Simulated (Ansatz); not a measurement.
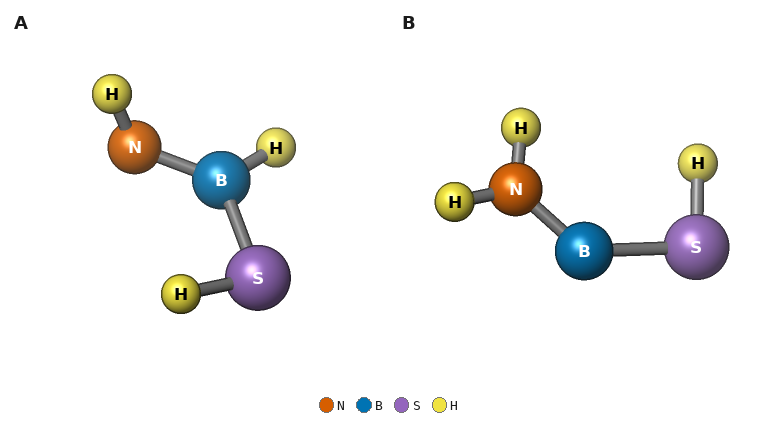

2 stationary structures of one formula. State: neutral, doublet. Geometries: PBE0-D4/def2-TZVP. Electronic energies: UHF-CCSD(T) (frozen core)/def2-TZVPP (Ansatz 0.2.0), without zero-point energy. No frequency run is at hand to confirm each as a minimum.

Question: Which structure is the most stable?

Answer: B is lowest (Cs); A lies 44.2 kJ/mol above it (C1).

Give E(B) − E(A) in kJ/mol at these levels too: PBE0-D4/def2-TZVPP; PBE-D4/def2-TZVPP; PBE0-D4/def2-TZVP; UHF-CCSD(T) (frozen core)/def2-TZVPP; B3LYP-D4/def2-TZVPP; r2SCAN-D4/def2-TZVPP; ωB97M-V/def2-TZVPP.

```
                               level  E(B) − E(A) (kJ/mol)
                  PBE0-D4/def2-TZVPP                 −48.2
                   PBE-D4/def2-TZVPP                 −45.7
                   PBE0-D4/def2-TZVP                 −46.8
UHF-CCSD(T) (frozen core)/def2-TZVPP                 −44.2
                 B3LYP-D4/def2-TZVPP                 −36.9
                r2SCAN-D4/def2-TZVPP                 −43.3
                  ωB97M-V/def2-TZVPP                 −38.8
```
